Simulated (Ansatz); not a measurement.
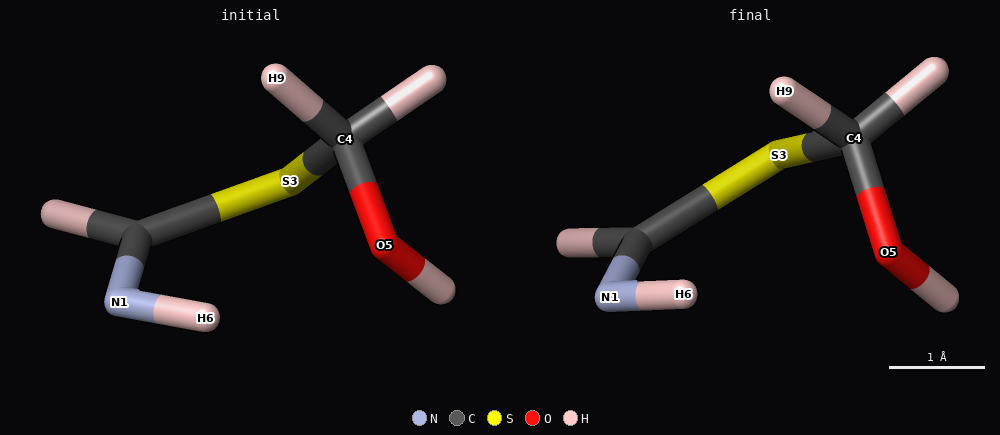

The structure of C₂H₅NOS (coarse preliminary run) before (left) and after (right) a relaxation, at one scale.

Style: stick. Shown at a tilt.

The start comes from a force field.

These are results of RKS PBE-D4/def2-SVP in Ansatz, not measurements. Settings: force threshold 0.03 eV/Å; at most 200 steps.

Summarise the run.

Answer. Over 6 accepted moves (8 points after the start) the energy falls by 0.707 eV. Largest force component: 3.8 eV/Å at the start, 0.02 eV/Å at the end. The line search rejected the trial steps at points 4, 6 of the run. The largest moves after the best rigid fit, 0.40 Å, are those of H atoms. Largest moves by element: H 0.40 Å, S 0.31 Å, N 0.13 Å, O 0.13 Å, C 0.12 Å. Among the contacts that change: C–S 1.697 → 1.843 Å, C–N 1.228 → 1.273 Å, C–H 1.154 → 1.110 Å, C–S 1.756 → 1.800 Å. Among the angles between lasting bonds that change: S–C–H 119.2° → 109.6°, O–C–H 104.7° → 114.0°, N–C–S 122.4° → 130.4°. Groups turn about C–S by about 30°.
